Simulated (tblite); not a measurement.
**Geometry relaxation of C4H13ClSSi2 (part 1 of 2)**

C4H13ClSSi2, computed with GFN2-xTB geometry optimisation, gas phase (tblite 0.8.0).

It belongs to a series of runs on one base structure; here: constitutional isomer.

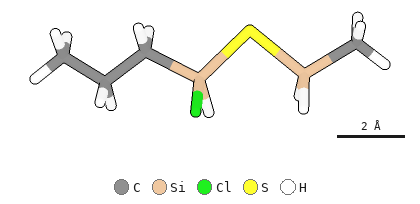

Figure 1. The starting structure (stick view, seen at a tilt). Bond lengths as drawn: Cl–Si 2.06 Å, C–C 1.50 to 1.54 Å, C–H 1.09 to 1.11 Å, C–Si 1.85 Å, H–Si 1.48 to 1.49 Å and S–Si 2.13 to 2.14 Å.

### Input file
```
{"job": {"kind": "relax", "xc": "GFN2-xTB", "basis": "xTB"}, "charge": 0, "multiplicity": 1}
C     -4.138400     0.187600    -0.327400
C     -2.854200    -0.448600     0.129400
C     -1.630200     0.425900    -0.182000
Si     0.024000    -0.257000     0.304900
Cl     0.097000    -0.432500     2.361000
S      1.544300     1.080800    -0.346400
Si     3.159500    -0.315500    -0.208400
C      4.735000     0.530800    -0.671300
H     -4.133900     0.347900    -1.408100
H     -5.001800    -0.455900    -0.080900
H     -4.306700     1.154700     0.162200
H     -2.915300    -0.637400     1.220800
H     -2.749800    -1.431500    -0.333000
H     -1.765400     1.405800     0.293300
H     -1.623400     0.624600    -1.264100
H      0.212000    -1.611800    -0.263600
H      2.884100    -1.438500    -1.130200
H      3.247200    -0.840900     1.180900
H      5.575800    -0.161300    -0.618400
H      4.687800     0.917600    -1.691100
H      4.943600     1.372200    -0.003800
```

The first line tells a small driver script what to run in tblite; the rest is the geometry in Å.

Run on 1 CPU thread, shared host.

Launch command:
```bash
OMP_NUM_THREADS=1 python <driver script> task.json out
```

### The program's output
```
step      E/eV     max force
  0    -722.15636    1.242
  1    -722.22956    0.595
  2    -722.24339    0.308
  3    -722.25172    0.324
  4    -722.25832    0.293
  5    -722.26637    0.288
  6    -722.27155    0.220
  7    -722.27427    0.116
  8    -722.27602    0.123
  9    -722.27773    0.115
 10    -722.27930    0.131
 11    -722.28069    0.115
 12    -722.28197    0.104
 13    -722.28335    0.131
 14    -722.28487    0.142
 15    -722.28632    0.094
 16    -722.28743    0.093
 17    -722.28831    0.069
 18    -722.28921    0.105
 19    -722.29022    0.102
 20    -722.29131    0.085
 21    -722.29246    0.099
 22    -722.29370    0.102
 23    -722.29492    0.099
 24    -722.29593    0.078
 25    -722.29660    0.054
 26    -722.29702    0.045
 27    -722.29736    0.050
 28    -722.29767    0.048
 29    -722.29791    0.039
 30    -722.29810    0.034
 31    -722.29828    0.048
 32    -722.29848    0.051
 33    -722.29870    0.054
 34    -722.29893    0.040
 35    -722.29919    0.036
 36    -722.29952    0.046
 37    -722.29991    0.053
 38    -722.30025    0.044
 39    -722.30048    0.035
 40    -722.30064    0.043
 41    -722.30083    0.046
 42    -722.30110    0.047
 43    -722.30142    0.050
 44    -722.30175    0.041
 45    -722.30212    0.055
 46    -722.30260    0.096
 47    -722.30332    0.120
 48    -722.30422    0.105
 49    -722.30505    0.062
 50    -722.30568    0.057
 51    -722.30613    0.060
 52    -722.30651    0.066
 53    -722.30691    0.048
 54    -722.30730    0.043
 55    -722.30767    0.056
 56    -722.30804    0.073
 57    -722.30844    0.068
 58    -722.30885    0.047
 59    -722.30928    0.075
 60    -722.30972    0.082
 61    -722.31014    0.063
 62    -722.31045    0.044
 63    -722.31066    0.030
 64    -722.31082    0.042
 65    -722.31097    0.046
 66    -722.31117    0.039
 67    -722.31139    0.028
 68    -722.31158    0.027
 69    -722.31170    0.025
 70    -722.31177    0.022
 71    -722.31183    0.019
 72    -722.31191    0.016
 73    -722.31199    0.020
 74    -722.31207    0.026
 75    -722.31215    0.024
 76    -722.31225    0.023
 77    -722.31238    0.025
 78    -722.31256    0.031
 79    -722.31278    0.035
 80    -722.31302    0.034
 81    -722.31325    0.032
 82    -722.31351    0.040
 83    -722.31382    0.045
 84    -722.31414    0.039
 85    -722.31437    0.031
 86    -722.31452    0.028
 87    -722.31465    0.022
 88    -722.31478    0.026
 89    -722.31491    0.029
 90    -722.31505    0.028
 91    -722.31520    0.028
 92    -722.31539    0.034
 93    -722.31561    0.039
 94    -722.31582    0.034
 95    -722.31598    0.028
 96    -722.31613    0.030
 97    -722.31629    0.032
 98    -722.31652    0.040
 99    -722.31688    0.033
100    -722.31715    0.034
101    -722.31739    0.033
102    -722.31760    0.030
103    -722.31778    0.032
104    -722.31794    0.033
105    -722.31809    0.034
106    -722.31824    0.036
107    -722.31844    0.038
108    -722.31860    0.025
109    -722.31871    0.029
110    -722.31884    0.032
111    -722.31897    0.030
112    -722.31914    0.034
113    -722.31932    0.029
114    -722.31948    0.024
115    -722.31959    0.026
116    -722.31967    0.024
117    -722.31975    0.016
118    -722.31984    0.018
119    -722.31991    0.019
120    -722.31996    0.016
121    -722.32000    0.010
122    -722.32003    0.010
```

### Trajectory as extended XYZ (Å, eV, eV/Å), 23 of the 123 frames kept, from step=0 to step=122
```
21
Properties=species:S:1:pos:R:3:forces:R:3 step=0 energy=-722.15636
C    -4.1384    0.1876   -0.3274   -0.8770   0.1960  -0.0760
C    -2.8542   -0.4486    0.1294    0.5190  -0.2650   0.7850
C    -1.6302    0.4259   -0.1820   -0.9010   0.4890  -0.4870
Si    0.0240   -0.2570    0.3049    0.1600  -0.9270   0.8110
Cl    0.0970   -0.4325    2.3610    0.0160  -0.0080  -0.5550
S     1.5443    1.0808   -0.3464    0.0240   0.1070  -0.1200
Si    3.1595   -0.3155   -0.2084   -0.2390  -1.0330   0.5170
C     4.7350    0.5308   -0.6713    0.7770   0.5890  -0.2560
H    -4.1339    0.3479   -1.4081    0.0020  -0.0070   0.1380
H    -5.0018   -0.4559   -0.0809    0.3890   0.2490  -0.1340
H    -4.3067    1.1547    0.1622    0.1190  -0.2200  -0.1280
H    -2.9153   -0.6374    1.2208    0.1300   0.1770  -0.4180
H    -2.7498   -1.4315   -0.3330    0.1100   0.0360  -0.1250
H    -1.7654    1.4058    0.2933   -0.0730  -0.1090  -0.0520
H    -1.6234    0.6246   -1.2641   -0.0340  -0.0210   0.2060
H     0.2120   -1.6118   -0.2636    0.0660   0.3620   0.1580
H     2.8841   -1.4385   -1.1302   -0.0350   0.2230   0.1630
H     3.2472   -0.8409    1.1809   -0.1200   0.1830  -0.4050
H     5.5758   -0.1613   -0.6184   -0.1260   0.1350   0.0100
H     4.6878    0.9176   -1.6911    0.0700   0.0050   0.1640
H     4.9436    1.3722   -0.0038    0.0240  -0.1620  -0.1940
21
Properties=species:S:1:pos:R:3:forces:R:3 step=6 energy=-722.27155
C    -4.1551    0.1874   -0.3252   -0.0680   0.0100  -0.0080
C    -2.8542   -0.4479    0.1392    0.0690   0.0030   0.0440
C    -1.6611    0.4428   -0.1921   -0.0560   0.0950  -0.0440
Si   -0.0123   -0.2883    0.3444    0.1010   0.0200  -0.1350
Cl    0.1017   -0.4476    2.3385   -0.0280  -0.0720   0.2060
S     1.5411    1.0261   -0.3454   -0.0410   0.0050  -0.0300
Si    3.1817   -0.3539   -0.1963   -0.0160  -0.0430   0.0280
C     4.7564    0.5468   -0.6799    0.1040   0.0530  -0.0190
H    -4.1355    0.3476   -1.4005   -0.0050  -0.0050  -0.0280
H    -5.0016   -0.4523   -0.0883   -0.0220   0.0100   0.0120
H    -4.2995    1.1511    0.1579   -0.0260  -0.0050   0.0190
H    -2.8911   -0.6172    1.2182   -0.0160  -0.0120  -0.0330
H    -2.7281   -1.4184   -0.3450   -0.0090  -0.0050   0.0180
H    -1.7934    1.4143    0.2887   -0.0560   0.0370  -0.0310
H    -1.6411    0.6285   -1.2671   -0.0210   0.0260   0.0060
H     0.2310   -1.5955   -0.2485   -0.0190  -0.0790   0.0130
H     2.8698   -1.4377   -1.1236    0.0200  -0.0690  -0.0040
H     3.2278   -0.8388    1.1789    0.0080  -0.0290   0.0190
H     5.5905   -0.1446   -0.6212    0.0640   0.0480  -0.0360
H     4.7026    0.9337   -1.6932    0.0140   0.0000   0.0150
H     4.9614    1.3809   -0.0156    0.0050   0.0100  -0.0120
21
Properties=species:S:1:pos:R:3:forces:R:3 step=11 energy=-722.28069
C    -4.1617    0.1868   -0.3251    0.0140  -0.0010   0.0070
C    -2.8540   -0.4424    0.1388   -0.0120   0.0060  -0.0080
C    -1.6673    0.4575   -0.1956    0.0220  -0.0300   0.0210
Si   -0.0142   -0.2911    0.3439   -0.0440   0.0380   0.0260
Cl    0.0926   -0.4701    2.3584   -0.0400  -0.0220  -0.1060
S     1.5405    1.0130   -0.3556    0.0540  -0.0630   0.0040
Si    3.1954   -0.3660   -0.1945    0.0180   0.0560  -0.0370
C     4.7706    0.5518   -0.6817   -0.0140  -0.0180   0.0030
H    -4.1395    0.3457   -1.4015   -0.0250   0.0010   0.0100
H    -5.0093   -0.4509   -0.0866    0.0050  -0.0140   0.0040
H    -4.3066    1.1492    0.1606   -0.0260   0.0060  -0.0050
H    -2.8883   -0.6147    1.2162   -0.0210   0.0100   0.0060
H    -2.7236   -1.4139   -0.3431   -0.0090   0.0120  -0.0040
H    -1.8148    1.4303    0.2802    0.0260  -0.0170  -0.0180
H    -1.6524    0.6393   -1.2719    0.0190   0.0100   0.0290
H     0.2282   -1.6097   -0.2382   -0.0570   0.0310   0.0480
H     2.8744   -1.4540   -1.1196    0.0590  -0.0120   0.0320
H     3.2259   -0.8468    1.1841    0.0290  -0.0090  -0.0130
H     5.6161   -0.1271   -0.6315    0.0270   0.0340  -0.0070
H     4.7101    0.9404   -1.6942   -0.0140  -0.0030   0.0100
H     4.9691    1.3895   -0.0192   -0.0110  -0.0140  -0.0020
21
Properties=species:S:1:pos:R:3:forces:R:3 step=17 energy=-722.28831
C    -4.1705    0.1877   -0.3231   -0.0060  -0.0020  -0.0020
C    -2.8585   -0.4345    0.1390   -0.0310   0.0190  -0.0160
C    -1.6728    0.4671   -0.1950    0.0020   0.0110  -0.0060
Si   -0.0230   -0.2823    0.3417   -0.0220  -0.0440   0.0490
Cl    0.0628   -0.5023    2.3483   -0.0090   0.0340   0.0070
S     1.5546    0.9861   -0.3662    0.0100   0.0270  -0.0070
Si    3.2204   -0.3745   -0.1974    0.0360  -0.0460   0.0070
C     4.7869    0.5565   -0.6849   -0.0170   0.0130  -0.0030
H    -4.1555    0.3448   -1.3997   -0.0080   0.0040   0.0030
H    -5.0119   -0.4571   -0.0815    0.0010  -0.0160   0.0060
H    -4.3259    1.1495    0.1612    0.0010  -0.0020  -0.0030
H    -2.8969   -0.6080    1.2162    0.0080   0.0160   0.0040
H    -2.7257   -1.4056   -0.3432   -0.0070   0.0150  -0.0010
H    -1.8218    1.4423    0.2713    0.0130   0.0170   0.0540
H    -1.6525    0.6513   -1.2692   -0.0100  -0.0200  -0.0450
H     0.1938   -1.6135   -0.2099   -0.0160  -0.0340  -0.0570
H     2.9131   -1.4791   -1.1029    0.0390  -0.0300  -0.0310
H     3.2427   -0.8563    1.1786    0.0400   0.0020   0.0460
H     5.6525   -0.0972   -0.6445   -0.0230  -0.0150   0.0080
H     4.7094    0.9471   -1.6947    0.0000   0.0240  -0.0210
H     4.9700    1.3950   -0.0202   -0.0010   0.0270   0.0080
21
Properties=species:S:1:pos:R:3:forces:R:3 step=22 energy=-722.29370
C    -4.1832    0.1891   -0.3221    0.0000   0.0120  -0.0010
C    -2.8663   -0.4211    0.1370    0.0360  -0.0080   0.0150
C    -1.6774    0.4783   -0.1976    0.0130  -0.0210   0.0090
Si   -0.0346   -0.2898    0.3432    0.0460  -0.0270  -0.0660
Cl    0.0355   -0.5083    2.3480    0.0090   0.0300   0.0370
S     1.5681    0.9573   -0.3689   -0.0320  -0.0910   0.0320
Si    3.2475   -0.3960   -0.1951   -0.0390  -0.0030   0.0250
C     4.7935    0.5681   -0.6897   -0.0130  -0.0060   0.0120
H    -4.1738    0.3463   -1.3984   -0.0110  -0.0060  -0.0080
H    -5.0133   -0.4693   -0.0751   -0.0040   0.0350  -0.0050
H    -4.3430    1.1504    0.1609   -0.0310  -0.0010   0.0110
H    -2.9014   -0.5929    1.2151    0.0000   0.0060  -0.0110
H    -2.7320   -1.3915   -0.3453    0.0010  -0.0090   0.0060
H    -1.8161    1.4502    0.2833   -0.0020  -0.0220  -0.0710
H    -1.6551    0.6522   -1.2756   -0.0180   0.0570   0.0620
H     0.1562   -1.6252   -0.2143    0.0040   0.0060  -0.0320
H     2.9669   -1.5109   -1.1020    0.0270   0.0240   0.0290
H     3.2788   -0.8605    1.1910    0.0290   0.0110  -0.0410
H     5.6656   -0.0781   -0.6506   -0.0090   0.0270  -0.0140
H     4.7080    0.9618   -1.6994    0.0040  -0.0070   0.0360
H     4.9673    1.4069   -0.0208   -0.0100  -0.0090  -0.0240
21
Properties=species:S:1:pos:R:3:forces:R:3 step=28 energy=-722.29767
C    -4.1909    0.1933   -0.3212   -0.0030  -0.0040   0.0050
C    -2.8703   -0.4131    0.1369    0.0010   0.0100  -0.0040
C    -1.6781    0.4812   -0.1979    0.0040   0.0050  -0.0080
Si   -0.0418   -0.3071    0.3381   -0.0280  -0.0100   0.0090
Cl    0.0183   -0.5027    2.3498    0.0140   0.0030  -0.0320
S     1.5709    0.9193   -0.3673    0.0250  -0.0080  -0.0170
Si    3.2667   -0.4119   -0.1894   -0.0180   0.0440  -0.0070
C     4.7949    0.5759   -0.6903    0.0040   0.0050   0.0000
H    -4.1893    0.3469   -1.3984    0.0150   0.0100   0.0080
H    -5.0159   -0.4693   -0.0712   -0.0210   0.0010  -0.0010
H    -4.3632    1.1519    0.1631    0.0190   0.0050  -0.0050
H    -2.9047   -0.5809    1.2154   -0.0040  -0.0080  -0.0100
H    -2.7364   -1.3849   -0.3440   -0.0110   0.0040   0.0200
H    -1.8106    1.4547    0.2790    0.0030  -0.0080   0.0170
H    -1.6603    0.6690   -1.2721    0.0010  -0.0060  -0.0100
H     0.1297   -1.6393   -0.2301    0.0110  -0.0190  -0.0040
H     3.0157   -1.5322   -1.0938   -0.0080  -0.0160   0.0060
H     3.3171   -0.8640    1.1960    0.0100  -0.0180   0.0270
H     5.6755   -0.0582   -0.6580    0.0130   0.0150   0.0000
H     4.7031    0.9715   -1.6977   -0.0190  -0.0050   0.0000
H     4.9609    1.4166   -0.0230   -0.0050   0.0010   0.0060
21
Properties=species:S:1:pos:R:3:forces:R:3 step=33 energy=-722.29870
C    -4.1941    0.1951   -0.3199    0.0080   0.0130  -0.0050
C    -2.8730   -0.4104    0.1371   -0.0120  -0.0130   0.0030
C    -1.6796    0.4820   -0.2003   -0.0020  -0.0180   0.0070
Si   -0.0472   -0.3165    0.3317    0.0260   0.0050  -0.0130
Cl    0.0203   -0.4998    2.3424    0.0080  -0.0120  -0.0040
S     1.5709    0.9071   -0.3729   -0.0110   0.0150  -0.0170
Si    3.2705   -0.4118   -0.1852    0.0300  -0.0430   0.0140
C     4.7955    0.5797   -0.6896   -0.0150   0.0010   0.0060
H    -4.1882    0.3505   -1.3965   -0.0050   0.0010  -0.0080
H    -5.0221   -0.4657   -0.0712    0.0120   0.0180  -0.0050
H    -4.3625    1.1549    0.1630    0.0020   0.0070   0.0070
H    -2.9068   -0.5795    1.2149    0.0020   0.0160   0.0180
H    -2.7411   -1.3843   -0.3384   -0.0050  -0.0090  -0.0190
H    -1.8070    1.4533    0.2825    0.0040  -0.0080   0.0030
H    -1.6614    0.6734   -1.2741   -0.0160  -0.0080   0.0020
H     0.1271   -1.6491   -0.2363   -0.0030  -0.0050   0.0040
H     3.0262   -1.5390   -1.0847   -0.0070   0.0010   0.0120
H     3.3314   -0.8692    1.2001   -0.0060   0.0080   0.0000
H     5.6818   -0.0469   -0.6599   -0.0110   0.0100  -0.0020
H     4.6938    0.9725   -1.6971    0.0010   0.0100   0.0050
H     4.9567    1.4208   -0.0216    0.0000   0.0130  -0.0090
21
Properties=species:S:1:pos:R:3:forces:R:3 step=39 energy=-722.30048
C    -4.1944    0.2058   -0.3197    0.0000   0.0030   0.0030
C    -2.8794   -0.4114    0.1400    0.0110   0.0100  -0.0010
C    -1.6808    0.4725   -0.2019    0.0070   0.0020  -0.0060
Si   -0.0442   -0.3306    0.3119    0.0040  -0.0070   0.0000
Cl    0.0319   -0.5040    2.3235    0.0100  -0.0180   0.0150
S     1.5756    0.8879   -0.3955    0.0080  -0.0260   0.0060
Si    3.2828   -0.4231   -0.1720   -0.0130   0.0080  -0.0040
C     4.7903    0.5898   -0.6859    0.0080   0.0090  -0.0070
H    -4.1867    0.3602   -1.3968    0.0070   0.0140   0.0070
H    -5.0287   -0.4475   -0.0742    0.0020   0.0030   0.0080
H    -4.3564    1.1658    0.1655    0.0060   0.0070  -0.0110
H    -2.9112   -0.5700    1.2202   -0.0110  -0.0240  -0.0190
H    -2.7560   -1.3871   -0.3356   -0.0070   0.0030   0.0230
H    -1.7971    1.4404    0.2911    0.0020  -0.0040  -0.0100
H    -1.6747    0.6728   -1.2741    0.0010  -0.0070  -0.0010
H     0.1220   -1.6696   -0.2442   -0.0020   0.0090  -0.0060
H     3.0377   -1.5561   -1.0631    0.0120  -0.0080   0.0060
H     3.3515   -0.8751    1.2150   -0.0220   0.0270  -0.0050
H     5.6874   -0.0205   -0.6640    0.0010  -0.0110   0.0040
H     4.6749    0.9802   -1.6928   -0.0080   0.0060  -0.0100
H     4.9467    1.4365   -0.0236   -0.0180   0.0030   0.0090
21
Properties=species:S:1:pos:R:3:forces:R:3 step=44 energy=-722.30175
C    -4.1923    0.2167   -0.3187    0.0010   0.0040   0.0000
C    -2.8821   -0.4106    0.1416   -0.0140  -0.0120   0.0040
C    -1.6784    0.4644   -0.2042   -0.0090  -0.0020   0.0110
Si   -0.0413   -0.3435    0.3027   -0.0230  -0.0080   0.0190
Cl    0.0460   -0.5176    2.3154    0.0030  -0.0150  -0.0090
S     1.5800    0.8673   -0.4105   -0.0300   0.0260  -0.0090
Si    3.2913   -0.4293   -0.1667   -0.0070   0.0060  -0.0110
C     4.7869    0.5995   -0.6861   -0.0250  -0.0170   0.0040
H    -4.1830    0.3733   -1.3952    0.0050  -0.0070  -0.0070
H    -5.0303   -0.4314   -0.0727   -0.0070   0.0070   0.0000
H    -4.3488    1.1788    0.1636    0.0130   0.0060   0.0140
H    -2.9185   -0.5733    1.2202    0.0110   0.0190   0.0250
H    -2.7690   -1.3900   -0.3274    0.0070  -0.0030  -0.0320
H    -1.7880    1.4311    0.2919    0.0050   0.0160  -0.0030
H    -1.6827    0.6682   -1.2757    0.0330  -0.0150   0.0010
H     0.1177   -1.6817   -0.2543    0.0000  -0.0140  -0.0120
H     3.0520   -1.5732   -1.0449    0.0250  -0.0150   0.0000
H     3.3523   -0.8637    1.2251   -0.0080   0.0170   0.0110
H     5.6887   -0.0051   -0.6652   -0.0040   0.0370  -0.0060
H     4.6596    0.9888   -1.6927    0.0190  -0.0070   0.0140
H     4.9306    1.4483   -0.0224    0.0060  -0.0220  -0.0140
21
Properties=species:S:1:pos:R:3:forces:R:3 step=50 energy=-722.30568
C    -4.1865    0.2524   -0.3136    0.0010  -0.0050   0.0060
C    -2.8952   -0.4114    0.1496    0.0090   0.0240  -0.0100
C    -1.6753    0.4386   -0.2030    0.0230  -0.0050   0.0030
Si   -0.0448   -0.3931    0.2811    0.0320  -0.0140  -0.0060
Cl    0.0906   -0.5782    2.2891   -0.0160  -0.0200   0.0030
S     1.5686    0.8119   -0.4622   -0.0290  -0.0120  -0.0210
Si    3.3009   -0.4451   -0.1548    0.0210   0.0000   0.0120
C     4.7649    0.6222   -0.6864    0.0140   0.0230  -0.0010
H    -4.1679    0.4083   -1.3906   -0.0100  -0.0190   0.0130
H    -5.0424   -0.3721   -0.0681   -0.0150   0.0230  -0.0080
H    -4.3141    1.2205    0.1666    0.0030  -0.0200   0.0110
H    -2.9339   -0.5704    1.2298    0.0140   0.0160  -0.0230
H    -2.8055   -1.3936   -0.3216    0.0030   0.0340   0.0030
H    -1.7583    1.4112    0.2878   -0.0170  -0.0120   0.0050
H    -1.6791    0.6391   -1.2756    0.0120  -0.0150   0.0030
H     0.1012   -1.7259   -0.2934   -0.0130  -0.0130   0.0050
H     3.1225   -1.6376   -0.9848    0.0000   0.0390   0.0190
H     3.3456   -0.8090    1.2592    0.0010   0.0030  -0.0230
H     5.6950    0.0640   -0.6728   -0.0070  -0.0550   0.0140
H     4.6234    1.0118   -1.6900   -0.0190  -0.0040  -0.0210
H     4.8811    1.4736   -0.0224   -0.0060   0.0300   0.0150
21
Properties=species:S:1:pos:R:3:forces:R:3 step=55 energy=-722.30767
C    -4.1833    0.2693   -0.3098   -0.0030   0.0070   0.0000
C    -2.8987   -0.4076    0.1514    0.0040  -0.0140   0.0040
C    -1.6680    0.4249   -0.2020   -0.0160   0.0060  -0.0130
Si   -0.0414   -0.4216    0.2711   -0.0290  -0.0090  -0.0100
Cl    0.1073   -0.6145    2.2768   -0.0080  -0.0180   0.0100
S     1.5583    0.7820   -0.4949    0.0320  -0.0240  -0.0120
Si    3.3086   -0.4452   -0.1476   -0.0480   0.0280   0.0050
C     4.7569    0.6377   -0.6861   -0.0060   0.0010   0.0040
H    -4.1635    0.4203   -1.3868   -0.0050   0.0190  -0.0060
H    -5.0522   -0.3382   -0.0667    0.0180  -0.0120   0.0200
H    -4.2962    1.2375    0.1724   -0.0050   0.0180  -0.0080
H    -2.9361   -0.5637    1.2311    0.0030  -0.0070   0.0080
H    -2.8209   -1.3886   -0.3208    0.0030  -0.0240   0.0010
H    -1.7467    1.3985    0.2873    0.0250   0.0010  -0.0050
H    -1.6711    0.6203   -1.2753    0.0130   0.0140  -0.0060
H     0.0896   -1.7526   -0.3108   -0.0090  -0.0170   0.0100
H     3.1550   -1.6565   -0.9521   -0.0050   0.0190  -0.0040
H     3.3416   -0.7815    1.2718    0.0050  -0.0010   0.0100
H     5.6905    0.0838   -0.6715   -0.0160   0.0120   0.0070
H     4.6030    1.0206   -1.6913    0.0170  -0.0040   0.0070
H     4.8584    1.4921   -0.0220    0.0310   0.0050  -0.0220
```
